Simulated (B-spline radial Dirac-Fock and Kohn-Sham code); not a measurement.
Dysprosium (Z = 66). Level of theory: a Dirac–Hartree–Slater potential of the neutral atom, no hole, surface-current nucleus; calculated with a radial B-spline solver.

Predict the main features of the following plot. Internal conversion coefficients by shell for electric multipoles at a transition energy of 58.8 keV (K and L shells).

The shells shown sum to 1.20 (E1), 17.8 (E2), 737 (E3), 19700 (E4), 413000 (E5). The largest bar is K for E1, L3 for E2, L3 for E3, L3 for E4, L2 for E5.

Here it is:

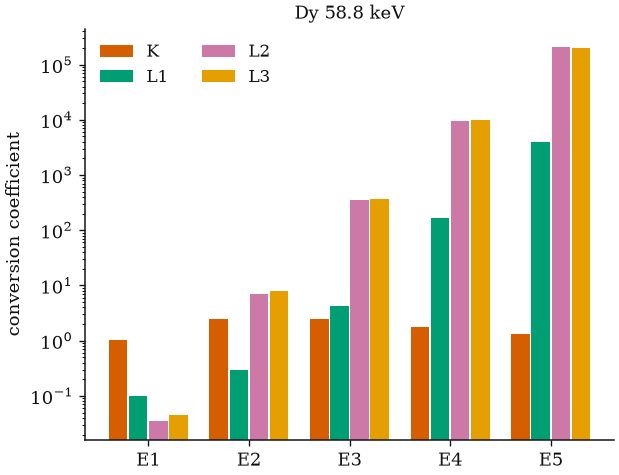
